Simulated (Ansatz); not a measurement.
# Y2ClO2F (built on the sites of a database entry of YOF): a soft mode frozen in, part 2 of 2

Wanted: the energy along a soft mode of Y2ClO2F (built on the sites of a database entry of YOF) and the structure at the end.

Ansatz 0.2.0; DFT PBEsol, scalar-relativistic, plane waves, PAW.

So far, highest frequency on the path or at a solved wavevector (cm⁻¹): step 2 (the dispersion) 565. Also lowest frequency on the path (cm⁻¹): step 2 -159.

The structure was built from a prototype and need not be the compound's stable phase.

## 4. The mode frozen in, largest atomic shift 0.6 Å

The atoms are moved along the unstable eigenvector, the largest shift by 0.6 Å, with the cell fixed.

The input, input.yaml:

```yaml
crystal:
  lattice:
    - [-3.9678556729, -3.9678556729, 0.0]
    - [-3.9678556729, 3.9678556729, 0.0]
    - [0.0, 0.0, -5.8386826923]
  atoms:
    - { symbol: "Y", position: [0.2347807874, 0.2652192126, 0.3152255602] }
    - { symbol: "Y", position: [0.7652192126, 0.7347807874, 0.3152255602] }
    - { symbol: "Y", position: [0.2652192126, 0.7652192126, 0.6847744398] }
    - { symbol: "Y", position: [0.7347807874, 0.2347807874, 0.6847744398] }
    - { symbol: O, position: [0.5, 0.5, 0.5] }
    - { symbol: O, position: [0.0, 0.0, 0.5] }
    - { symbol: O, position: [0.0, 0.5, 0.5396307727] }
    - { symbol: O, position: [0.5, 0.0, 0.4603692273] }
    - { symbol: F, position: [0.0, 0.5, 0.1027629059] }
    - { symbol: F, position: [0.5, 0.0, -0.1027629059] }
    - { symbol: Cl, position: [0.5, 0.5, 0.0] }
    - { symbol: Cl, position: [0.0, 0.0, 0.0] }
kpoints:
  mp_grid: { grid: [4, 4, 4] }
hamiltonian:
  xc: pbesol
scf:
  occupations: { method: gaussian, width: 0.02 }
output:
  forces: true
  stress: true
  eigenvalues: true
```

Launch:

```
$ ansatz run input.yaml --threads 8 --pin off --max-ram 14336MiB --backend cpu --events-out ev --progress --plain --runs-dir out
```

Numbers of over 12 decimals in the logs are rounded to 6 here.

What it wrote:

```text
[...]
Crystal: 12 atoms, lattice volume = 183.847 Å³
Basis set: ecut = 420 eV, 3591 PW (Γ), exchange–correlation on 80×80×80 points (8 copies of the dense FFT grid, shifted against one another)
Bands: 60, of which v1, the nominal top of the filled ones, is band 48 counted from 1 (47 counted from 0)
Symmetry: 8 space group operations
[...]
k-points: 18 of 64 (time reversal used)
[...]
k-point 0: bands = [... 44 lower, 7.1981, 7.2560, 7.3215, 7.3215, 12.6286, 12.6426, 12.6870, 12.6870, ... 4 higher]
  k-point 1: bands = [... 44 lower, 7.0103, 7.1104, 7.3349, 7.3349, 12.7231, 12.7231, 12.7801, 12.9702, ... 4 higher]
  k-point 2: bands = [... 44 lower, 6.9786, 7.0094, 7.3621, 7.3621, 12.7575, 12.7575, 13.0038, 13.0839, ... 4 higher]
  k-point 17: bands = [... 44 lower, 6.5874, 6.5874, 6.6886, 6.6886, 13.1327, 13.1327, 13.2790, 13.2790, ... 4 higher]
[key lines of the parts left out:]
SCF converged after 9 iterations
Free energy (F): -21171.562551 eV
Fermi energy:    10.023163 eV
P = ⅓ Tr σ = 2.9708 GPa (29.708 kbar)
```

Elapsed: 2.3 s, on 8 threads of Arm Neoverse V2, shared host; peak memory 0.74 GiB.

This step gave:

* pressure: 2.971 GPa
* gap on the k-mesh: 5.120 eV
* energy from the undistorted cell: -29.51 meV/atom

The energy, extrapolated to zero smearing, is -29.51 meV/atom against the undistorted cell.

The run ends at a pressure of 2.97 GPa, with forces up to 1.3 eV/Å.

## 5. Energy along the mode, all amplitudes (two of the runs are shown above)

An imaginary frequency means negative curvature, so the energy should fall and then rise again as anharmonic terms take over.

Numbers from this step:

| Quantity | Value |
| --- | --- |
| depth at the lowest point sampled | 29.51 meV/atom |
| largest atomic shift at that point | 0.6 Å |

Table of energy from the parent by largest atomic shift:

| largest atomic shift (Å) | energy from the parent (meV/atom) |
| --- | --- |
| 0.000 | 0 |
| 0.040 | -0.352 |
| 0.080 | -1.40 |
| 0.140 | -4.17 |
| 0.220 | -9.73 |
| 0.320 | -18.4 |
| 0.450 | -28.5 |
| 0.600 | -29.5 |

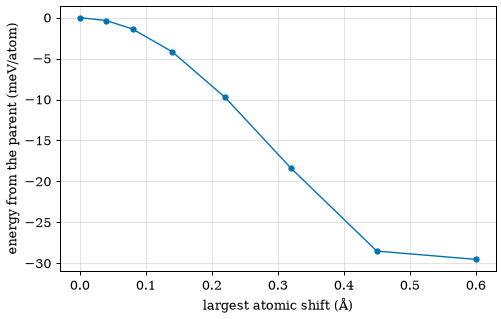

Energy from the parent against largest atomic shift.

Displacement at unit largest shift by atom:

| atom | x (Å) | y (Å) | z (Å) | size |
| --- | --- | --- | --- | --- |
| Y1 | 0.00 | 0.20 | 0.00 | 0.20 |
| Y2 | 0.00 | -0.20 | 0.00 | 0.20 |
| Y3 | -0.20 | 0.00 | 0.00 | 0.20 |
| Y4 | 0.20 | 0.00 | 0.00 | 0.20 |
| O5 | 0.00 | 0.00 | 0.00 | 0.00 |
| O6 | 0.00 | 0.00 | 0.00 | 0.00 |
| O7 | 0.00 | 0.00 | -0.39 | 0.39 |
| O8 | 0.00 | 0.00 | 0.39 | 0.39 |
| F9 | 0.00 | 0.00 | -1.00 | 1.00 |
| F10 | 0.00 | 0.00 | 1.00 | 1.00 |
| Cl11 | 0.00 | 0.00 | 0.00 | 0.00 |
| Cl12 | 0.00 | 0.00 | 0.00 | 0.00 |

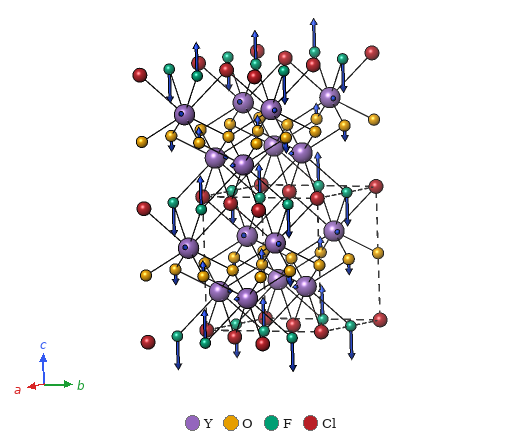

Displacement at unit largest shift as arrows, the longest 1 Å. Bonds to atoms that aren't drawn are left out. 2×1×2 cells are drawn. Some periodic images of atoms are drawn too.

The lowest of the steps tried is the last one, at 0.6 Å, 29.5 meV/atom below the parent; the bottom of the well need not coincide with a step.

## 6. Relaxation from the frozen mode

Starting from the lowest point found, all atoms and the cell are let go, so that strain and other modes of the same symmetry can join in.

Edit input.yaml of step 4 so:

```diff
@@ -23,3 +23,3 @@
 scf:
-  occupations: { method: gaussian, width: 0.02 }
+  occupations: { method: fixed }
 output:
@@ -28 +28,6 @@
   eigenvalues: true
+relax:
+  adjacent_minimum: "off"
+  f_tol: 0.002
+  max_steps: 120
+  cell: { stress_tol: 0.03 }
```

What it wrote:

```text
[...]
Crystal: 12 atoms, lattice volume = 183.847 Å³
Basis set: ecut = 420 eV, 3591 PW (Γ), exchange–correlation on 80×80×80 points (8 copies of the dense FFT grid, shifted against one another)
Bands: 60, of which v1, the nominal top of the filled ones, is band 48 counted from 1 (47 counted from 0)
Symmetry: 8 space group operations
[...]
k-points: 18 of 64 (time reversal used)
[...]
SCF iter   1: F=—  HF=-21171.629890 eV  |F-HF|=—  |Δ(HF+E_count)|=         —  Δρ=1.35e-2  dr2=2.82e-1  ethr=1.77e-3  ⟨swp⟩=4.7  Hψ=3600  notcnv=0  defer=166
[...]
SCF iter   9: F=-21171.562551 eV  HF=-21171.562551 eV  |F-HF|=3.17e-10  |Δ(HF+E_count)|=   2.81e-8  Δρ=3.47e-6  dr2=2.10e-8  ethr=1.04e-10  ⟨swp⟩=13.6  Hψ=4993  notcnv=0
SCF 1 converged in 9 iterations: F = -21171.562551 eV  dr2 = 2.10e-8
[...]
relax step   1: F+E_penalty+E_count = -21171.56255146 eV  Δ(F+E_penalty+E_count) = +0.000e0 eV  max|allowed force component| = 1.245e0 eV/Å  Δτ_max = 0.0000 Å  P = +2.971 GPa  Ω = 183.847 Å³  (9 SCF iters, dr2 threshold 1.00e-7 eV, accepted)
Crystal: 12 atoms, lattice volume = 193.093 Å³
Basis set: ecut = 420 eV, 3785 PW (Γ), exchange–correlation on 80×80×80 points (8 copies of the dense FFT grid, shifted against one another)
[...]
iter 1 solved again at ethr=2.72e-4 eV; its pass at ethr=3.10e-3 eV (dr2=2.61e-1 eV) is discarded
[...]
SCF iter   8: F=-21171.837903 eV  HF=-21171.837903 eV  |F-HF|=1.51e-7  |Δ(HF+E_count)|=   4.97e-6  Δρ=1.00e-5  dr2=2.06e-7  ethr=1.25e-9  ⟨swp⟩=13.7  Hψ=6004  notcnv=0
SCF 2 converged in 8 iterations: F = -21171.837903 eV  dr2 = 2.06e-7
[...]
relax step   2: F+E_penalty+E_count = -21171.83790324 eV  Δ(F+E_penalty+E_count) = -2.754e-1 eV  max|allowed force component| = 8.306e-1 eV/Å  Δτ_max = 0.1188 Å  P = -0.571 GPa  Ω = 193.093 Å³  energy of the carried Pulay correction = -2.284e-2 eV  (8 SCF iters, dr2 threshold 1.20e-6 eV, accepted)
Crystal: 12 atoms, lattice volume = 192.895 Å³
[...]
SCF iter   7: F=-21171.936954 eV  HF=-21171.936954 eV  |F-HF|=4.24e-8  |Δ(HF+E_count)|=   2.24e-7  Δρ=1.03e-5  dr2=2.07e-7  ethr=1.25e-9  ⟨swp⟩=11.6  Hψ=5820  notcnv=0
SCF 3 converged in 7 iterations: F = -21171.936954 eV  dr2 = 2.07e-7
[...]
relax step   3: F+E_penalty+E_count = -21171.93695398 eV  Δ(F+E_penalty+E_count) = -9.905e-2 eV  max|allowed force component| = 2.581e-1 eV/Å  Δτ_max = 0.0458 Å  P = -0.558 GPa  Ω = 192.895 Å³  energy of the carried Pulay correction = -2.236e-2 eV  (7 SCF iters, dr2 threshold 1.20e-6 eV, accepted)
[... from here on, the SCF cycles and remarks between the steps are left out ...]
relax step   4: F+E_penalty+E_count = -21171.95515310 eV  Δ(F+E_penalty+E_count) = -1.820e-2 eV  max|allowed force component| = 1.055e-1 eV/Å  Δτ_max = 0.0305 Å  P = -0.122 GPa  Ω = 192.915 Å³  energy of the carried Pulay correction = -2.241e-2 eV  (6 SCF iters, dr2 threshold 1.20e-6 eV, accepted)
relax step   5: F+E_penalty+E_count = -21171.95936178 eV  Δ(F+E_penalty+E_count) = -4.209e-3 eV  max|allowed force component| = 9.362e-3 eV/Å  Δτ_max = 0.0379 Å  P = -0.218 GPa  Ω = 194.071 Å³  energy of the carried Pulay correction = -2.519e-2 eV  (7 SCF iters, dr2 threshold 6.96e-7 eV, accepted)
relax step   6: F+E_penalty+E_count = -21171.96090434 eV  Δ(F+E_penalty+E_count) = -1.543e-3 eV  max|allowed force component| = 2.494e-3 eV/Å  Δτ_max = 0.0021 Å  P = +0.013 GPa  Ω = 193.645 Å³  energy of the carried Pulay correction = -2.417e-2 eV  (6 SCF iters, dr2 threshold 2.58e-7 eV, accepted)
relax step   7: F+E_penalty+E_count = -21171.96079722 eV  Δ(F+E_penalty+E_count) = +1.071e-4 eV  max|allowed force component| = 8.405e-4 eV/Å  Δτ_max = 0.0007 Å  P = -0.004 GPa  Ω = 193.692 Å³  energy of the carried Pulay correction = -2.428e-2 eV  (7 SCF iters, dr2 threshold 3.89e-10 eV, accepted)
relax step   8: F+E_penalty+E_count = -21172.00761101 eV  Δ(F+E_penalty+E_count) = -4.681e-2 eV  max|allowed force component| = 1.530e-3 eV/Å  Δτ_max = 0.0000 Å  P = +0.381 GPa  Ω = 193.692 Å³  stress off target by 7.76e-1 GPa  SCF on the basis re-selected at this cell (its energy is not comparable with the rows above)  (9 SCF iters)
relax step   9: F+E_penalty+E_count = -21172.00822485 eV  Δ(F+E_penalty+E_count) = -6.138e-4 eV  max|allowed force component| = 4.818e-3 eV/Å  Δτ_max = 0.0153 Å  P = +0.046 GPa  Ω = 194.831 Å³  energy of the carried Pulay correction = -2.839e-3 eV  (6 SCF iters, dr2 threshold 1.20e-6 eV, accepted)
relax step  10: F+E_penalty+E_count = -21172.00778227 eV  Δ(F+E_penalty+E_count) = +4.426e-4 eV  max|allowed force component| = 2.739e-3 eV/Å  Δτ_max = 0.0031 Å  P = +0.004 GPa  Ω = 195.036 Å³  energy of the carried Pulay correction = -3.364e-3 eV  (6 SCF iters, dr2 threshold 2.24e-8 eV, accepted)
relax step  11: F+E_penalty+E_count = -21172.00777211 eV  Δ(F+E_penalty+E_count) = +1.016e-5 eV  max|allowed force component| = 8.686e-4 eV/Å  Δτ_max = 0.0001 Å  P = -0.000 GPa  Ω = 195.040 Å³  energy of the carried Pulay correction = -3.375e-3 eV  (5 SCF iters, dr2 threshold 4.69e-10 eV, accepted)
relax step  12: F+E_penalty+E_count = -21172.01127394 eV  Δ(F+E_penalty+E_count) = -3.502e-3 eV  max|allowed force component| = 9.431e-4 eV/Å  Δτ_max = 0.0000 Å  P = +0.009 GPa  Ω = 195.040 Å³  stress off target by 4.00e-2 GPa  SCF on the basis re-selected at this cell (its energy is not comparable with the rows above)  (6 SCF iters)
relax step  13: F+E_penalty+E_count = -21172.01115110 eV  Δ(F+E_penalty+E_count) = +1.228e-4 eV  max|allowed force component| = 2.933e-4 eV/Å  Δτ_max = 0.0010 Å  P = +0.001 GPa  Ω = 195.095 Å³  energy of the carried Pulay correction = -1.349e-4 eV  (6 SCF iters, dr2 threshold 3.99e-9 eV, accepted)
[...]
SCF iter   5: F=-21172.011246 eV  HF=-21172.011246 eV  |F-HF|=2.18e-11  |Δ(HF+E_count)|=  2.18e-11  Δρ=1.32e-7  dr2=2.92e-11  ethr=1.00e-12  ⟨swp⟩=12.3  Hψ=5522  notcnv=0
SCF 14 converged in 5 iterations: F = -21172.011246 eV  dr2 = 2.92e-11
[...]
relax step  14: F+E_penalty+E_count = -21172.01124619 eV  Δ(F+E_penalty+E_count) = -9.509e-5 eV  max|allowed force component| = 2.990e-4 eV/Å  Δτ_max = 0.0000 Å  P = +0.001 GPa  Ω = 195.095 Å³  stress off target by 3.73e-3 GPa  SCF on the basis re-selected at this cell (its energy is not comparable with the rows above)  (5 SCF iters)
[...]
SCF converged after 5 iterations
Free energy (F): -21172.011246 eV
[...]
Internal energy: -21172.011246 eV  (E = F + TS)
E sigma→0 (E₀):  -21172.011246 eV
Fermi energy:    6.373732 eV
[...]
--- Forces (eV/Å), atoms counted from 1 ---
  atom   1  Y      0.00000000    -0.00029901    -0.00001133
  atom   2  Y      0.00000000     0.00029901    -0.00001133
  atom   3  Y      0.00029901     0.00000000     0.00001133
  atom   4  Y     -0.00029901     0.00000000     0.00001133
  atom   5  O     -0.00000000    -0.00000000     0.00000000
  atom   6  O      0.00000000     0.00000000     0.00000000
  atom   7  O      0.00000000     0.00000000    -0.00003178
  atom   8  O      0.00000000     0.00000000     0.00003178
  atom   9  F      0.00000000     0.00000000     0.00017326
  atom  10  F      0.00000000     0.00000000    -0.00017326
  atom  11  Cl    -0.00000000     0.00000000     0.00000000
  atom  12  Cl    -0.00000000    -0.00000000    -0.00000000
  max |Σ_I F_I| component: 9.85e-18 eV/Å
--- Stress (GPa, compression-positive) ---
       -0.000047      -0.000000      -0.000000
       -0.000000      -0.000047      -0.000000
       -0.000000      -0.000000       0.003729
  P = ⅓ Tr σ = 0.0012 GPa (0.012 kbar)
--- Band table (eV; the first three rows and the last of 18) ---
  k-point 0: bands = [... 44 lower, 6.0905, 6.1006, 6.3002, 6.3002, 11.7175, 11.8575, 11.8575, 12.0295, ... 8 higher]
  k-point 1: bands = [... 44 lower, 5.8940, 6.0490, 6.2727, 6.2727, 11.8176, 11.8176, 12.0794, 12.1417, ... 8 higher]
  k-point 2: bands = [... 44 lower, 5.8883, 5.9895, 6.2530, 6.2530, 11.7835, 11.7835, 12.1051, 12.4052, ... 8 higher]
  k-point 17: bands = [... 44 lower, 5.6220, 5.6220, 5.7351, 5.7351, 12.1349, 12.1349, 12.2268, 12.2268, ... 8 higher]
--- Relaxed structure (11 steps of the walk, 11 accepted, 3 SCFs on fresh bases) ---
  F+E_penalty+E_count = -21172.01124619 eV   max|allowed force component| = 2.990e-4 eV/Å   (the final SCF, on the basis selected at the relaxed cell)
  cell:  # Å, volume = 195.0948 Å³
    - [-3.959657, -3.959657, 0]
    - [-3.959657, 3.959657, 0]
    - [0, 0, -6.221580]
  atoms:
    - { symbol: Y, position: [0.228918, 0.271082, 0.331296] }
    - { symbol: Y, position: [0.771082, 0.728918, 0.331296] }
    - { symbol: Y, position: [0.271082, 0.771082, 0.668704] }
    - { symbol: Y, position: [0.728918, 0.228918, 0.668704] }
    - { symbol: O, position: [0.5, 0.5, 0.5] }
    - { symbol: O, position: [0, 0, 0.5] }
    - { symbol: O, position: [0, 0.5, 0.553132] }
    - { symbol: O, position: [0.5, 0, 0.446868] }
    - { symbol: F, position: [0, 0.5, 0.129567] }
    - { symbol: F, position: [0.5, 0, -0.129567] }
    - { symbol: Cl, position: [0.5, 0.5, 1.4865106948944488e-19] }
    - { symbol: Cl, position: [0, 0, 1.4865106948944488e-19] }
```

Wall time 34 s (8 threads); peak memory 0.86 GiB.

The steps of the relaxation:

| step | energy less that of the first step (eV) | largest force component (eV/Å) | pressure (GPa) | volume (Å³) |
| --- | --- | --- | --- | --- |
| 1 | 0.0000 | 1.2450 | 2.97 | 183.85 |
| 2 | -0.2754 | 0.8306 | -0.57 | 193.09 |
| 3 | -0.3744 | 0.2581 | -0.56 | 192.89 |
| 4 | -0.3926 | 0.1055 | -0.12 | 192.91 |
| 5 | -0.3968 | 0.0094 | -0.22 | 194.07 |
| 6 | -0.3984 | 0.0025 | 0.01 | 193.64 |
| 7 | -0.3982 | 0.0008 | 0.00 | 193.69 |
| 8* | -0.4451 | 0.0015 | 0.38 | 193.69 |
| 9 | -0.4457 | 0.0048 | 0.05 | 194.83 |
| 10 | -0.4452 | 0.0027 | 0.00 | 195.04 |
| 11 | -0.4452 | 0.0009 | 0.00 | 195.04 |
| 12* | -0.4487 | 0.0009 | 0.01 | 195.04 |
| 13 | -0.4486 | 0.0003 | 0.00 | 195.09 |
| 14* | -0.4487 | 0.0003 | 0.00 | 195.09 |

Relaxation steps marked * repeat the geometry before them on a plane-wave basis chosen anew for their cell, so energy and pressure can jump there.

Forces are held to the 8 operations that the run works with; a distortion that breaks them can't arise in this run.

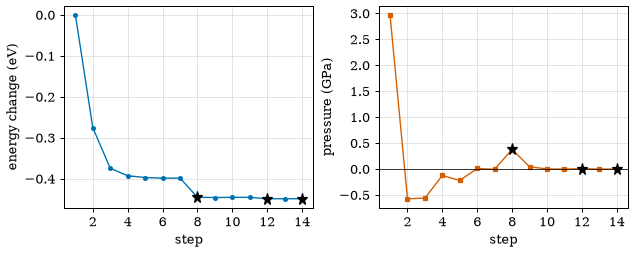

Energy and pressure along the relaxation. Stars mark steps on a basis chosen anew.

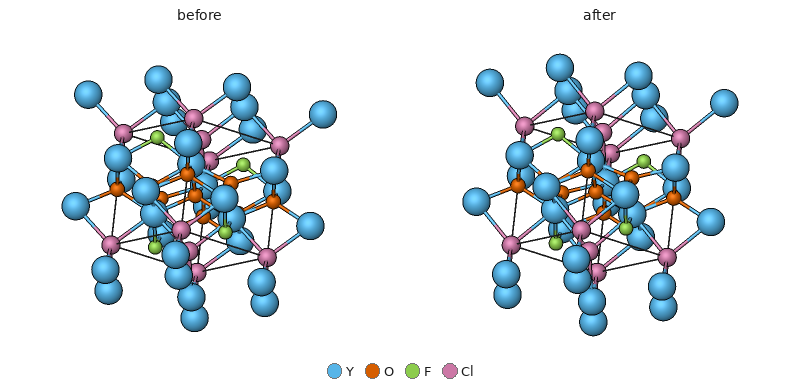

The structure before and after the relaxation, drawn at the same scale.

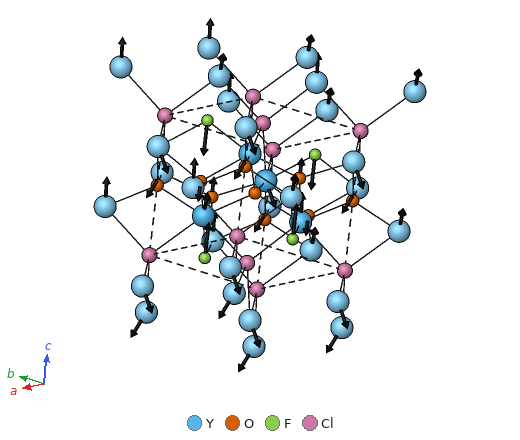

Displacements in the relaxation, exaggerated, measured against the changing cell; the longest in the cell stands for 0.17 Å. Some periodic images of atoms are drawn too.

| conventional cell, symmetrised | before | after | change |
| --- | --- | --- | --- |
| a (Å) | 5.611 | 5.600 | -0.2 % |
| b (Å) | 5.611 | 5.600 | -0.2 % |
| c (Å) | 5.839 | 6.222 | +6.6 % |
| volume (Å³/atom) | 15.32 | 16.26 | +6.1 % |

The atoms that moved most (Å, as changes of fractional coordinates times the final cell):

| atom | dx | dy | dz | length |
| --- | --- | --- | --- | --- |
| F10 | 0.000 | 0.000 | 0.167 | 0.167 |
| F9 | 0.000 | 0.000 | -0.167 | 0.167 |
| Y2 | 0.000 | -0.046 | -0.100 | 0.110 |
| Y1 | 0.000 | 0.046 | -0.100 | 0.110 |
| Y3 | -0.046 | 0.000 | 0.100 | 0.110 |
| Y4 | 0.046 | 0.000 | 0.100 | 0.110 |
| O7 | 0.000 | 0.000 | -0.084 | 0.084 |
| O8 | 0.000 | 0.000 | 0.084 | 0.084 |

The relaxed structure:

```cif
data_structure
_symmetry_space_group_name_H-M 'P 1'
_symmetry_Int_Tables_number 1
_cell_length_a 5.5998
_cell_length_b 5.5998
_cell_length_c 6.2216
_cell_angle_alpha 90.000
_cell_angle_beta 90.000
_cell_angle_gamma 90.000
_cell_volume 195.09
loop_
_atom_site_label
_atom_site_type_symbol
_atom_site_fract_x
_atom_site_fract_y
_atom_site_fract_z
_atom_site_occupancy
Y1 Y 0.22892 0.27108 0.33130 1
Y2 Y 0.77108 0.72892 0.33130 1
Y3 Y 0.27108 0.77108 0.66870 1
Y4 Y 0.72892 0.22892 0.66870 1
O5 O 0.50000 0.50000 0.50000 1
O6 O 0.00000 0.00000 0.50000 1
O7 O 0.00000 0.50000 0.55313 1
O8 O 0.50000 0.00000 0.44687 1
F9 F 0.00000 0.50000 0.12957 1
F10 F 0.50000 0.00000 0.87043 1
Cl11 Cl 0.50000 0.50000 0.00000 1
Cl12 Cl 0.00000 0.00000 0.00000 1
```

Numbers from this step:

| Item | Value |
| --- | --- |
| pressure | 0.001212 GPa |
| gap on the k-mesh | 5.216 eV |
| volume per atom | 16.26 Å³ |

The distorted start has space group P-42_1m; the relaxation ends in P-42_1m.

## 7. Outcome

* unstable mode of the parent: q = (-0.5, -0.5, 0), 159i cm⁻¹
* depth at the lowest point sampled: 29.5 meV/atom
* largest atomic shift at that point: 0.6 Å
* space group reached (within 0.01 Å): P-42_1m
* energy gained over the parent (first relaxation, on the mesh of the frozen mode): 66.9 meV/atom
* volume per atom, phase reached: 16.3 Å³
* gap on the k-mesh, phase reached: 5.22 eV

In words: Along this mode the structure falls into P-42_1m, 66.9 meV/atom below the parent. At the parent's cell the well is 29.51 meV/atom deep on the steps tried, with its lowest point at a shift of 0.6 Å. That is the last step tried, so the steps alone don't bracket the bottom of the well. Relaxing atoms and cell changes the gain by +37.39 meV/atom against the lowest step (energies at zero smearing). The modes of the phase reached were not computed on this path. Of the 2 patterns followed to their end from this parent, this one reaches the lowest energy. Each path keeps the symmetry of its pattern, so a lower phase may lie along a pattern not tried. The q mesh stands for a supercell only 7.9 Å across, so branches between the solved wavevectors are rough. The program warns that the interpolation holds no quadrupole term, so branches close to Γ can be off in this crystal. The starting cell was built on a prototype and not taken from a measurement, so the phase need not exist.

[Logs are printed without paths, hosts, clocks, repeated set-up lines and the standing remarks that a program may print on its own settings, such as how far it seeks lower states.]

[Hosts, paths, dates, database ids (printed as entryN), source tags and the programs' standing remarks are cut or masked in the printed files.]
